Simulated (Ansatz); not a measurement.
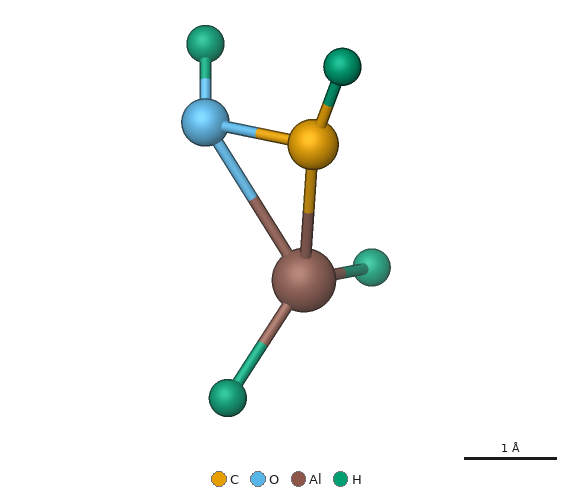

The picture shows a molecular structure as a ball-and-stick model.

State: neutral, doublet. Computed geometry: PBE0-D4/def2-TZVP optimisation. No frequency run is at hand to confirm it as a minimum.

**Which formula does it have?**

CH4AlO, 7 atoms: 1 carbon, 4 hydrogen, 1 aluminium and 1 oxygen.

**How many sets of symmetry-equivalent atoms are there?**

7: 1 C, 1 O, 1 Al, 1 H, 1 H, 1 H, 1 H.

The parts below concern this one geometry. Atoms keep their numbers from picture to picture.

Geometry

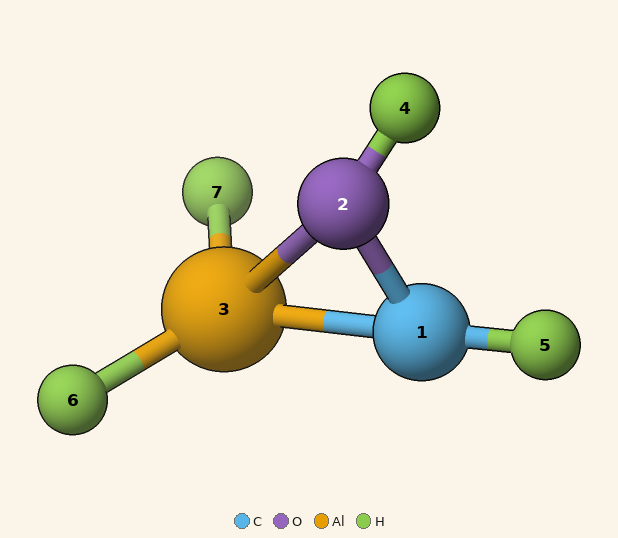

The atoms are numbered. No frequency run is at hand to confirm it as a minimum.

Which atoms are bonded, and how long are the bonds?

```csv
bond,length (Å)
C1–O2,1.445
C1–Al3,1.907
C1–H5,1.084
O2–Al3,2.072
O2–H4,0.965
Al3–H6,1.582
Al3–H7,1.587
```

Electronic properties

No frequency run is at hand to confirm it as a minimum. Method: UKS PBE0-D4/def2-TZVPP (Ansatz 0.2.0).

**Give the dispersion correction at this level.**

−7.8 kJ/mol.

**Give the HOMO energy (Kohn–Sham orbital) at this level.**

−6.04 eV.

**Give the ⟨S²⟩ of the determinant at this level.**

0.756.

Dipole moment

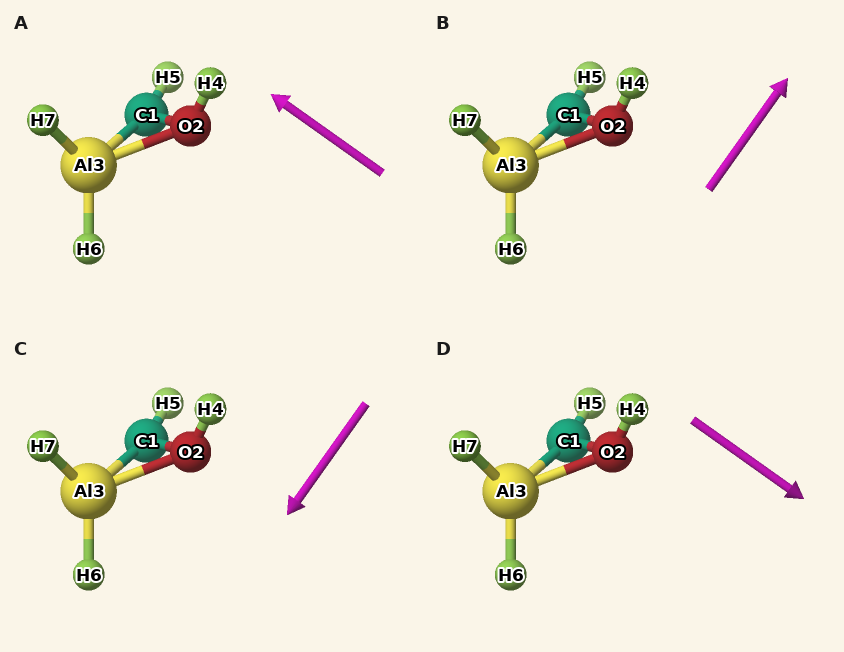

The same molecule four times, each with an arrow. No frequency run is at hand to confirm it as a minimum. Level of theory: UKS PBE0-D4/def2-TZVP (Ansatz 0.2.0).

**Which arrow points along the dipole moment, from the negative to the positive end?**

B. The dipole moment is 2.56 D; it points from the side of H6 to the side of H4 (the outermost atoms at the two ends).

Charges

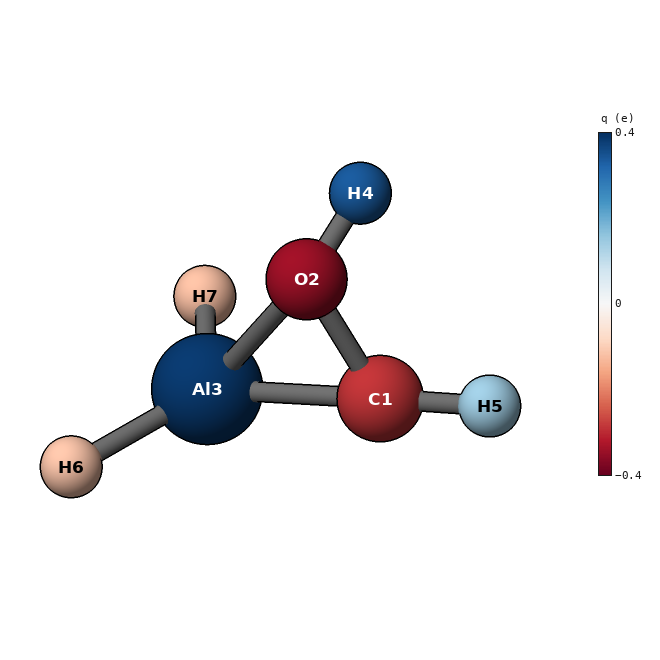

Atoms are coloured by their Mulliken charges. No frequency run is at hand to confirm it as a minimum. Method: UKS PBE0-D4/def2-TZVP (Ansatz 0.2.0).

**Which atom carries the highest charge (most positive or least negative)?**

Al3 (0.38 e).

**And the lowest?**

O2 (−0.34 e).

Give the Mulliken charges atom by atom.

| atom | value (e) |
| --- | --- |
| C1 | −0.29 |
| O2 | −0.34 |
| Al3 | 0.38 |
| H4 | 0.34 |
| H5 | 0.14 |
| H6 | −0.11 |
| H7 | −0.12 |

Mulliken values depend strongly on the basis set and can even reverse the polarity of a bond.
